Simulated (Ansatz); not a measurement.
CHB3 (SMILES B1=C2BB12) (triplet)

Input

```
crystal:
  periodic: [false, false, false]
  atoms:
    - {symbol: C, position_ang: [-0.431119, -0.584651, -1.135027]}
    - {symbol: B, position_ang: [-1.830567, -0.914653, -1.503059]}
    - {symbol: B, position_ang: [0.379232, 0.521709, -1.512122]}
    - {symbol: B, position_ang: [-1.194977, 0.449884, -2.119196]}
    - {symbol: H, position_ang: [1.366992, 1.165415, -1.517178]}
basis:
  gaussian:
    orbitals: def2-TZVPD
magnetization:
  spin_polarized: true
  initial_magnetization: 2
hamiltonian:
  xc: {name: PBE0}
output: {forces: true, orbitals: {seedname: orbitals}}
```

Launched as:

```sh
ansatz run input.yaml --threads 1 --pin off --max-ram 2610MiB --events-out events.jsonl --progress --plain --runs-dir runs
```

Geometry: B3LYP/6-31G*.

Method: isolated molecule in a Gaussian basis; Kohn-Sham density functional theory, functional PBE0 (Ansatz).

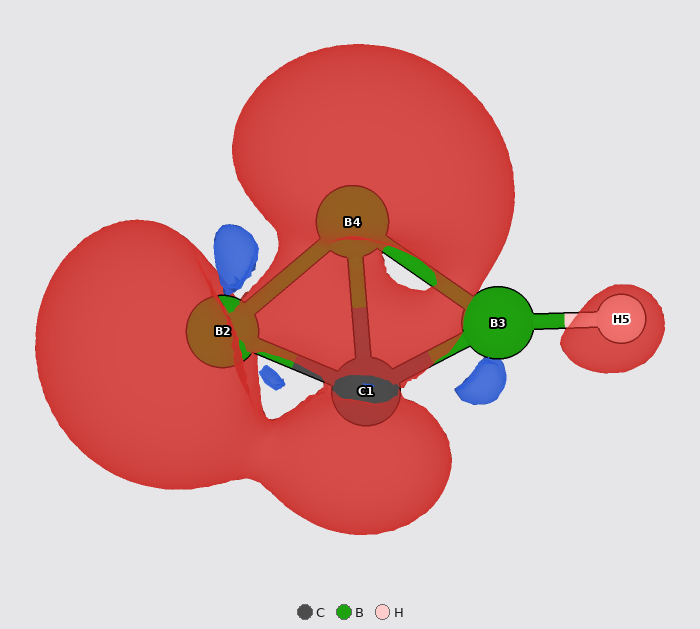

Figure 1. Isosurfaces of the spin density at +0.02 (red) and −0.02 e/Å³ (blue), seen across its widest extent.

> Where is the unpaired spin?

The unpaired spin (2 electrons) lies mostly on B2 (about 0.9), B4 (about 0.7), C1 (about 0.3) and B3 (about 0.1), in electrons by Hirshfeld's partition.

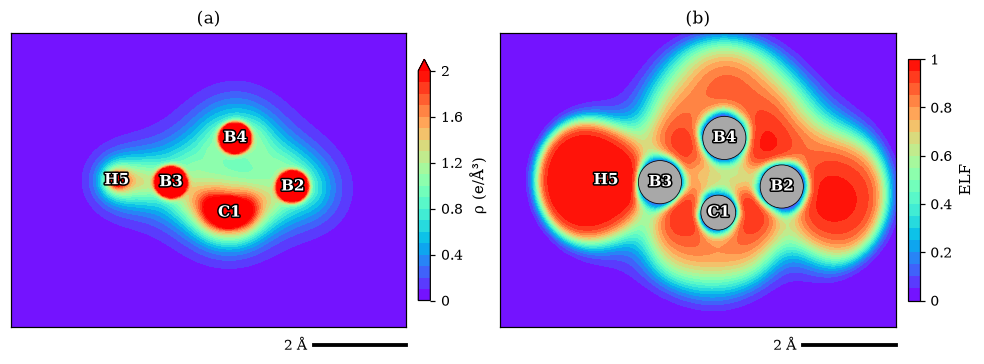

Figure 2. (a) total electron density; (b) electron localisation function on the molecular plane. Grey discs cover the atomic cores in the ELF map.

> What does the map show?

- The section cuts through C, B and H sites.
- C–B (1.42 Å): the density is about 1.7 e/Å³ at the midpoint; the ELF peaks at about 0.90 between the atoms: a covalent bond.
- B–B (1.63 Å): the density is about 1 e/Å³ at the midpoint; the ELF peaks at about 0.85 between the atoms: a shared electron pair.
- B–H (1.18 Å): ρ at the midpoint is about 1.3 e/Å³; the ELF climbs to about 1 towards the hydrogen, as it does in any bond to H (a covalent bond by its length).
- C–B (1.48 Å): ρ is about 1.5 e/Å³ halfway; the ELF peaks at about 0.90 between the atoms; a covalent bond.
- C–B (1.62 Å): ρ at the midpoint is about 1.1 e/Å³; the ELF peaks at about 0.65 between the atoms.
- The ELF also peaks beside B2 and B4, away from the bonds: non-bonding electrons, paired or unpaired.

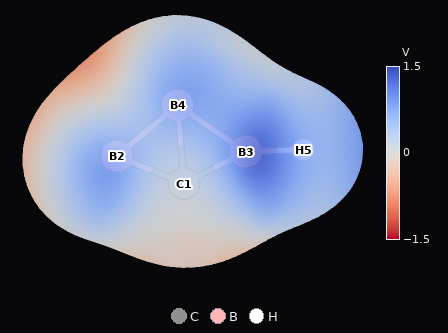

Figure 3. The molecular electrostatic potential painted on the density surface at 0.002 e/bohr³, seen across its widest extent; the colour scale runs from red (negative) to blue (positive).

> Which sites attract a positive test charge, and which a negative one?

A positive charge is drawn to the negative regions and a negative charge to the positive ones. The most negative region (about −0.7 V) lies over C1, the most positive (about +1.2 V) over B3.

> What dipole moment does the calculation give?

Its dipole moment is 1.11 D.
